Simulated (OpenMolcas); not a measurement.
**singlet GaCl2O−: levels of theory compared**

We compute a comparison of 6 runs (B3LYP/6-31G*, BHLYP/aug-cc-pVDZ, BLYP/aug-cc-pVDZ, PBE/aug-cc-pVDZ, PBE0/aug-cc-pVDZ, TPSS/aug-cc-pVDZ) of singlet GaCl2O−. 

Program for the calculation: OpenMolcas 26.06.

1 further run of the same task is left out (it didn't finish).

## 1. Starting point

GaCl2O− has 4 atoms, charge -1, and is taken as a singlet. As SMILES of the parent species, `[O][Ga]([Cl])[Cl]`. The shape is that of a PBE0-D4/def2-TZVP optimisation. That shape belongs to the parent species and isn't relaxed for this state.

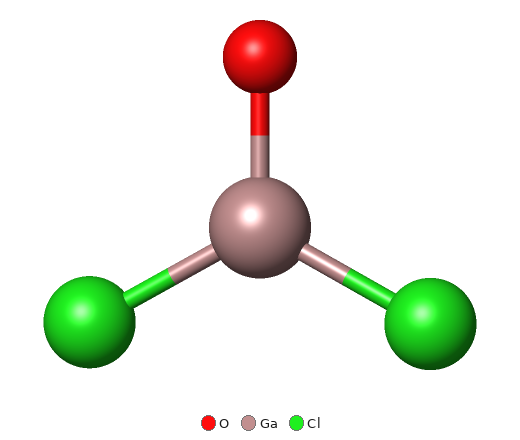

The structure, seen from a chosen angle (oxygen red, gallium pink, chlorine green).

## 2. The energy at B3LYP/6-31G(d) (Cartesian functions) (run 1)

Contents of run.input:

```
&gateway
baslib = $CurrDir
coord
4
bohr
O      1.41030261     1.99498387     2.47950965
Ga     0.06765220     0.03193637     0.06462863
Cl     1.43694775    -3.69044615    -0.34185146
Cl    -2.80964480     1.54919748    -2.24064827
basis = 6-31Gs
group = NoSym
&seward
gridinput
Grid=UltraFine
End of Grid
&scf
charge = -1
ksdft = B3LYP
thresholds = 1e-10 1e-07 1e-07 1e-05
prorbitals = 1 2
```

The basis set 6-31G* is read from a file made from the Basis Set Exchange's data (not shown).

Launch:

```
$ export MOLCAS_MEM=1860
$ pymolcas run.input > run.log
```

The program printed:

```text
--- Start Module: gateway ---
[...]
--- Stop Module: gateway /rc=_RC_ALL_IS_WELL_ ---
--- Start Module: seward ---
[...]
      Basis functions           88
--- Stop Module: seward /rc=_RC_ALL_IS_WELL_ ---
[...]
--- Start Module: scf ---
[...]
       Convergence after  22 Iterations
[...]
::    Total KS-DFT energy                           -2920.3977724549
[...]
      Total spin, S                                     0.0000000000
[...]
      Total electronic charge=   74.000000
      Total            charge=   -1.000000
[...]
      Dipole Moment (debye):
      Origin of the operator (angstrom)=   -0.0710   -0.1393   -0.1578
                   X= -1.6614E+00               Y= -2.4283E+00               Z= -2.9879E+00           Total=  4.1934E+00
      Center of Charge (angstrom)
[...]
--- Stop Module: scf /rc=_RC_ALL_IS_WELL_ ---
[...]
```

Wall time 18 s (1 thread of Intel Xeon 6975P-C (Granite Rapids), shared host); peak memory 0.48 GiB.

## 3. A single-point energy at BHLYP/aug-cc-pVDZ (run 2)

Contents of run.input:

```
&GATEWAY
  BasLib = $CurrDir
  Coord
  4
  angstrom
  O        0.746300       1.055700       1.312100
  Ga       0.035800       0.016900       0.034200
  Cl       0.760400      -1.952900      -0.180900
  Cl      -1.486800       0.819800      -1.185700
  Basis = aug-cc-pVDZ
  Group = NoSym

&SEWARD
  GridInput
  Grid=UltraFine
  End of Grid

&SCF
  Charge = -1
  KSDFT = HYB_GGA_XC_BHANDHLYP
  Thresholds = 1e-10 1e-07 1e-07 1e-05
  PrOrbitals = 1 2
```

The basis set aug-cc-pVDZ is read from a file made from the Basis Set Exchange's data (not shown).

Launch:

```
$ export MOLCAS_MEM=1860
$ pymolcas run.input > run.log
```

The program printed:

```text
--- Start Module: gateway ---
[...]
--- Stop Module: gateway /rc=_RC_ALL_IS_WELL_ ---
--- Start Module: seward ---
[...]
      Basis functions          113
--- Stop Module: seward /rc=_RC_ALL_IS_WELL_ ---
[...]
--- Start Module: scf ---
[...]
       Convergence after  19 Iterations
[...]
::    Total KS-DFT energy                           -2920.5703661777
[...]
      Total spin, S                                     0.0000000000
[...]
      Total electronic charge=   74.000000
      Total            charge=   -1.000000
[...]
      Dipole Moment (debye):
      Origin of the operator (angstrom)=   -0.0710   -0.1393   -0.1578
                   X= -2.1498E+00               Y= -3.1424E+00               Z= -3.8664E+00           Total=  5.4264E+00
      Center of Charge (angstrom)
[...]
--- Stop Module: scf /rc=_RC_ALL_IS_WELL_ ---
[...]
```

It took 38 s on 1 thread of Intel Xeon 6975P-C (Granite Rapids), shared host; peak memory 0.68 GiB.

Runs 3 to 5 aren't shown in full; the table further down has their settings and results.

## 4. A single-point energy at TPSS/aug-cc-pVDZ (run 6)

Contents of coord.xyz:

```xyz
4

O      0.746300     1.055700     1.312100
Ga     0.035800     0.016900     0.034200
Cl     0.760400    -1.952900    -0.180900
Cl    -1.486800     0.819800    -1.185700
```

Contents of job.inp:

```
&GATEWAY
  BasLib=$CurrDir
  Coord=coord.xyz
  Basis=aug-cc-pVDZ
  Group=NoSym

&SEWARD
  GridInput
  Grid=UltraFine
  End of Grid

&SCF
  Charge=-1
  KSDFT=2
  1.0 MGGA_X_TPSS
  1.0 MGGA_C_TPSS
  Thresholds=1e-10 1e-07 1e-07 1e-05
  PrOrbitals=1 1
```

The basis set aug-cc-pVDZ is read from a file made from the Basis Set Exchange's data (not shown).

Launch:

```
$ export MOLCAS_MEM=1860
$ pymolcas job.inp > job.log
```

The program printed:

```text
--- Start Module: gateway ---
[...]
--- Stop Module: gateway /rc=_RC_ALL_IS_WELL_ ---
--- Start Module: seward ---
[...]
      Basis functions          113
--- Stop Module: seward /rc=_RC_ALL_IS_WELL_ ---
[...]
--- Start Module: scf ---
[...]
       Convergence after  21 Iterations
[...]
::    Total KS-DFT energy                           -2920.6808755895
[...]
      Total spin, S                                     0.0000000000
[...]
      Total electronic charge=   74.000000
      Total            charge=   -1.000000
[...]
      Dipole Moment (debye):
      Origin of the operator (angstrom)=   -0.0710   -0.1393   -0.1578
                   X= -1.8382E+00               Y= -2.6869E+00               Z= -3.3060E+00           Total=  4.6399E+00
      Center of Charge (angstrom)
[...]
--- Stop Module: scf /rc=_RC_ALL_IS_WELL_ ---
[...]
```

It took 49 s on 1 thread of Intel Xeon 6975P-C (Granite Rapids), shared host; peak memory 0.68 GiB.

## 5. The series

```tsv
run	level	Cartesian functions	energy (Eh)	HOMO energy (eV)	LUMO energy (eV)	HOMO–LUMO gap (eV)	wall time
1	B3LYP/6-31G* (Cartesian functions)	yes	-2920.397772	-0.73	3.48	4.21	18 s
2	BHLYP/aug-cc-pVDZ	no	-2920.570366	-2.75	3.11	5.86	38 s
3	BLYP/aug-cc-pVDZ	no	-2920.695024	0.09	2.22	2.13	39 s
4	PBE/aug-cc-pVDZ	no	-2919.898197	0.00	2.20	2.20	44 s
5	PBE0/aug-cc-pVDZ	no	-2920.002884	-1.37	2.79	4.16	37 s
6	TPSS/aug-cc-pVDZ	no	-2920.680876	-0.03	2.35	2.38	49 s
```

## 6. What came out

| quantity | value |
| --- | --- |
| run 6: total energy | -2920.68088 Eh |
| run 6: HOMO energy | -0.03 eV |
| run 6: LUMO energy | 2.35 eV |
| run 6: HOMO–LUMO gap (to an unbound level, set by the basis) | 2.38 eV |

In words: The HOMO–LUMO gap runs from 2.13 eV (BLYP/aug-cc-pVDZ) to 5.86 eV (BHLYP/aug-cc-pVDZ). The empty levels of an anion lie above zero and hang on the basis. Totals of different functionals can't be ranked against each other. In runs 3, 4 the HOMO lies above zero, so the outermost electron may be held by the basis alone. All runs together took 3.7 min, the longest 49 s.
